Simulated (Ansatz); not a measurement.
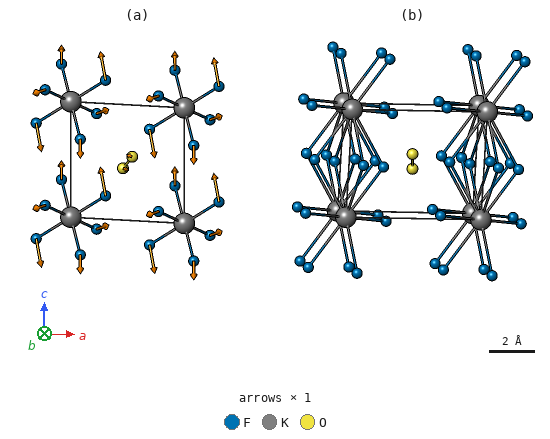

The structure of solid KO$_{2}$F$_{6}$ (a generated structure, set up in P-1) before (left) and after (right) a relaxation, at one scale. The orange arrows give the displacements (the part carried along by the change of the cell is left out), at their true length.

Style: ball-and-stick. Shown: the cell of the calculation, along the b axis.

The start is a swapped structure.

All numbers below come from DFT, PAW plane waves, PBE in Ansatz.

Input
```yaml
crystal:
  lattice:
    - [5.208463, 0.0, 0.0]
    - [-1.100174, 5.134038, 0.0]
    - [-0.058397, -1.073652, 5.175014]
  atoms:
    - { symbol: F, position: [0.306, 0.951, 0.202] }
    - { symbol: F, position: [0.694, 0.049, 0.798] }
    - { symbol: K, position: [0.0, 0.0, 0.0] }
    - { symbol: F, position: [0.227, 0.318, 0.909] }
    - { symbol: F, position: [0.773, 0.682, 0.091] }
    - { symbol: O, position: [0.459, 0.569, 0.448] }
    - { symbol: O, position: [0.541, 0.431, 0.552] }
    - { symbol: F, position: [0.083, 0.764, 0.679] }
    - { symbol: F, position: [0.917, 0.236, 0.321] }
kpoints:
  mp_grid: { grid: [4, 4, 4], shift: [0.5, 0.5, 0.0] }
magnetization:
  spin_polarized: false
scf:
  occupations: { method: fermi_dirac }
  lower_state_search: "off"
hamiltonian:
  pseudopotentials: { kind: paw }
  xc: pbe
basis:
  ecutwfc: 420
  fft_grid_basis: typed
relax:
  max_steps: 40
  cell: { p_target: 0.0 }
output:
  forces: true
  stress: true
  eigenvalues: true
  populations: true
  elf: true
  write_potential: true
  volumetric_format: npy
  dos:
    e_range: [-12, 8]
    de: 0.05
    projected: { site_lists: { F: [F], K: [K], O: [O] } }
  bader: false
checkpoint:
  read: saved_state
```

Run as
```bash
ansatz run input.yaml --threads 2 --pin off --max-ram 3584MiB --backend cpu --events-out ev --progress --plain --runs-dir out
```

Summarise the run.

Answer. The relaxation stopped without meeting its thresholds, so the last structure isn't shown to be converged. The energy falls by 782 meV per atom in 35 accepted moves (39 points after the start). The largest force component goes from 2 to 0.03 eV/Å. The pressure goes from 7.66 to 0.04 GPa. The line search rejected the trial step at point 5 of the run. The SCF was repeated 3 times at an unchanged geometry on a basis and grid sized afresh for the cell, which shifted the energy by 7.4 meV per atom at most. The largest moves relative to the cell, 1.41 Å, are those of F1 and F2. F1 goes roughly along [−1 1 3]. Largest moves by element: F 1.41 Å, O 0.31 Å. K stays in place. The drawn cell changes as follows: a 5.208 → 6.221 Å (+19.4 %), b 5.251 → 5.036 Å (−4.1 %), c 5.286 → 4.896 Å (−7.4 %), α 101.3° → 95.4°, β 90.6° → 85.9°, γ 102.1° → 107.4°; the volume changes by +5.2 %. Among the contacts that change: F1–K3 4.505 → 2.957 Å, F8–F9 2.986 → 1.579 Å, K3–F8 2.004 → 2.973 Å, F1–K3 (another image) 1.997 → 2.840 Å. New bonds form: F1–K3 (4.50 → 2.96 Å), F2–K3 (4.50 → 2.96 Å). Bond angles that change, for instance: F1–K3–F8 92.4° → 119.9°, F1–K3–F9 87.6° → 60.1°, F1–K3–F5 91.0° → 103.7°. The space group stays P-1 (No. 2).
